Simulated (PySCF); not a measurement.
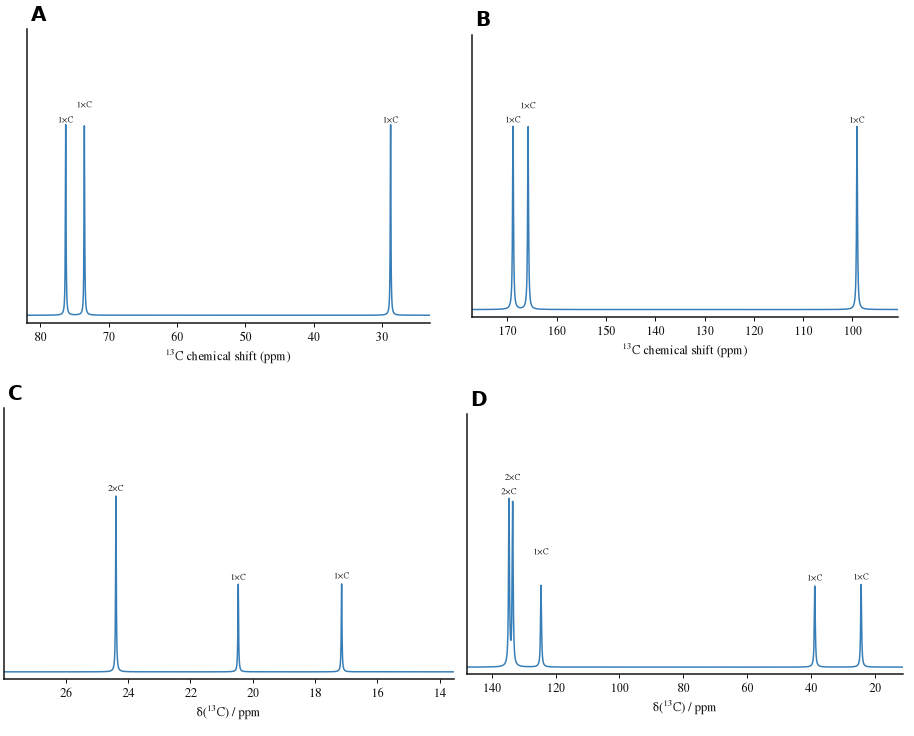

GIAO shifts, PBE0/pcSseg-1 with PySCF, at a GFN2-xTB geometry (no frequency check), against TMS for ¹³C computed at the same level. Gas phase, fully decoupled, line heights follow the number of nuclei, widths are arbitrary (no quadrupolar broadening); values of one conformer, averaged over methyl-type rotors and exact or near symmetry; other conformers aren't averaged in.

> Assign the panels.
1. C₃H₇BFO₂⁻, SMILES C[C@@H]1CO[B@@H-](F)O1
2. C₇H₁₀B⁻, SMILES CCc1cc[bH-]cc1
3. C₃H₄FN, SMILES [H]/N=C\C(=C)F
4. C₄H₁₂PSi⁺, SMILES [PH3+][SiH2]C1CCC1

A: 1 (76.3 (1 C), 73.5 (1 C), 28.7 (1 C) ppm)
B: 3 (168.8 (1 C), 165.8 (1 C), 99.1 (1 C) ppm)
C: 4 (24.4 (2 C), 20.5 (1 C), 17.1 (1 C) ppm)
D: 2 (134.6 (2 C), 133.4 (2 C), 124.5 (1 C), 38.8 (1 C), 24.3 (1 C) ppm)

Limits of at least one run: an anion in a basis that has no diffuse functions; the tight-binding geometry is rougher than a DFT one and adds to the error.
